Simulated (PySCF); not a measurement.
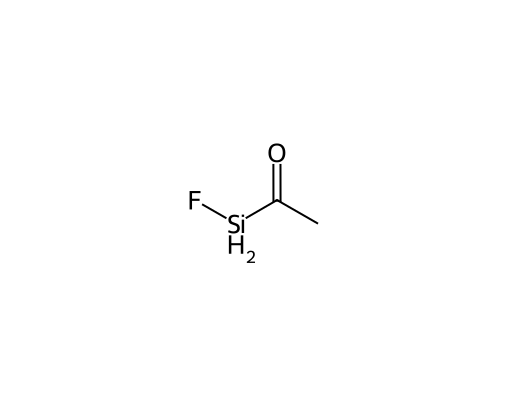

A structural formula.

> Write the SMILES.

CC(=O)[SiH2]F

> What is the molecular formula?

C2H5FOSi.

More results for the same structure follow; atom numbers are the same in all pictures, views and colours differ. The geometry was computed by an optimisation with PBE0-D3(BJ)/def2-SVP. No frequency run is at hand to confirm it as a minimum.

**Shape**

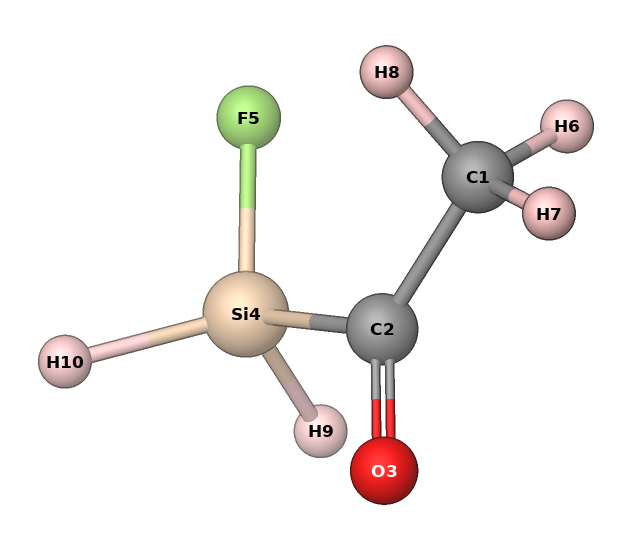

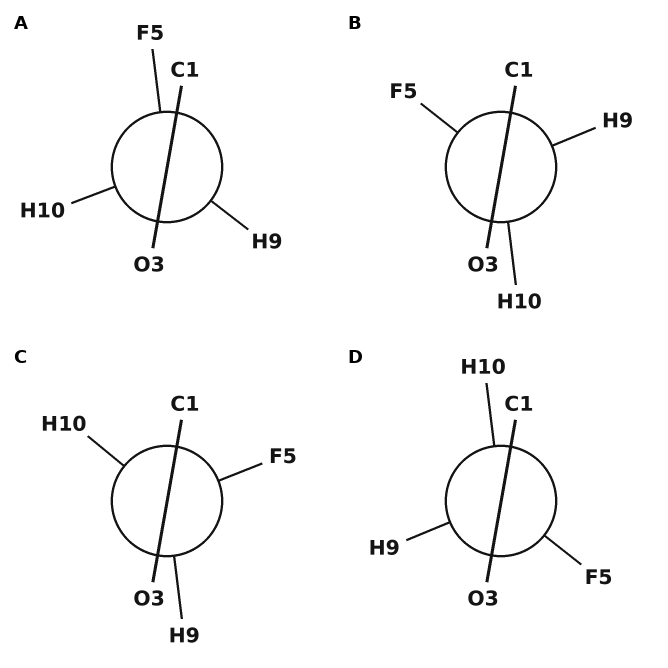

Atoms fade into the background with distance from the viewer. Bonds that would overlap in a projection are set slightly apart. No frequency run is at hand to confirm it as a minimum.

> Which Newman projection shows the view along C2–Si4, with C2 in front?

A. The torsion angle O3–C2–Si4–F5 is 178°, antiperiplanar (anti).

**Excitation**

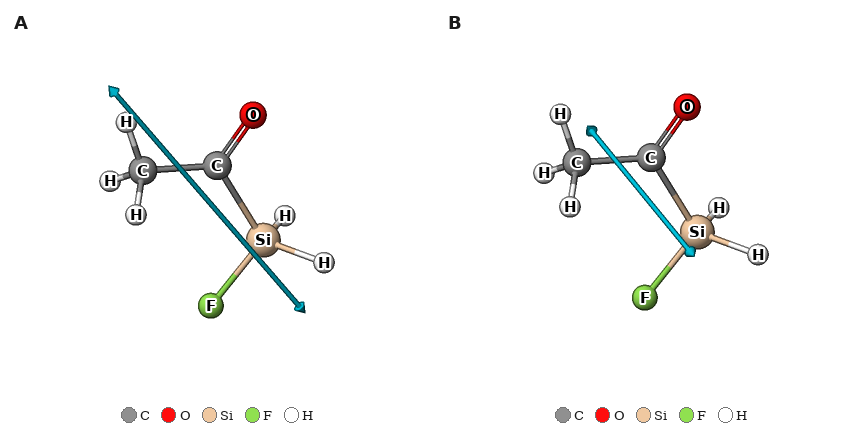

The double arrows show the directions of two transition dipoles from the ground state (lengths mean nothing). No frequency run is at hand to confirm it as a minimum. Properties computed with TDDFT CAM-B3LYP/def2-SVPD, vertical, gas phase, core orbitals frozen in the response (PySCF 2.14.0).

> One belongs to singlet state 6 and one to singlet state 9. Which is which?

A: state 6, 7.92 eV (157 nm), oscillator strength 0.22, mainly HOMO → LUMO+4 (weight 0.63).
B: state 9, 8.36 eV (148 nm), oscillator strength 0.020, mainly HOMO−1 → LUMO+1 (weight 0.68).

**NMR shielding**

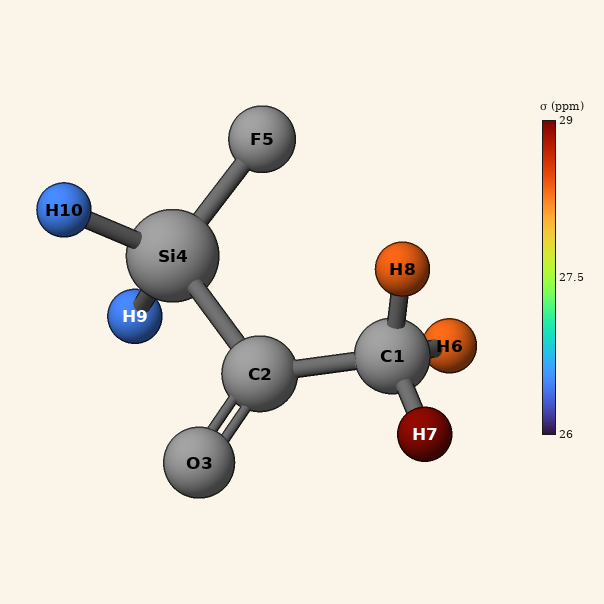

Atoms are coloured by their isotropic NMR shieldings (H only, the others grey). No frequency run is at hand to confirm it as a minimum. Level of theory: GIAO PBE0/pcSseg-1 NMR shielding, non-relativistic, IEF-PCM benzene (PySCF 2.14.0).

> Which H atom is the most shielded (lowest chemical shift)?

H7 (28.93 ppm).

> Which H atom is the least shielded (highest chemical shift)?

H9, H10 (26.50 ppm).

> How wide is the range of H shifts?

2.43 ppm.

Give the isotropic NMR shieldings of the H atoms atom by atom.

```tsv
atom	σ (ppm)
H6	28.34
H7	28.93
H8	28.37
H9	26.50
H10	26.50
```

**Core levels**

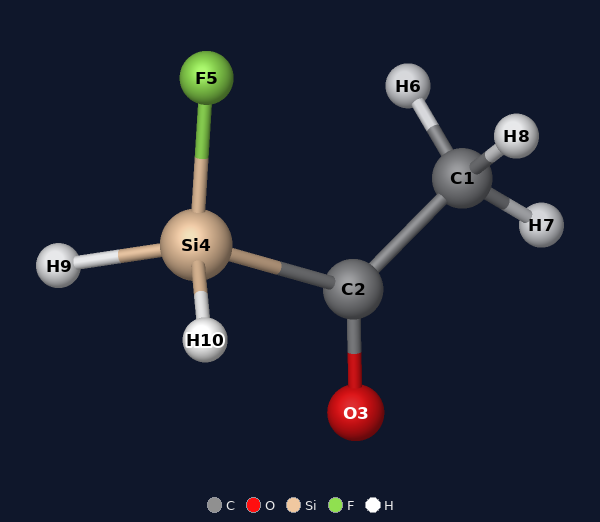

No frequency run is at hand to confirm it as a minimum. Level of theory: delta-SCF UKS SCAN, pcX-2 on the ionised atom, pcseg-1 elsewhere, spin-free X2C (PySCF 2.14.0).

Give the core-electron binding energies (to vacuum; p and d levels without spin–orbit splitting) of C1 1s, C2 1s, O3 1s, Si4 1s, Si4 2p, F5 1s.

```csv
atom,level,binding energy (eV)
C1,1s,291.3
C2,1s,293.4
O3,1s,538.2
Si4,1s,1848.1
Si4,2p,108.4
F5,1s,692.5
```
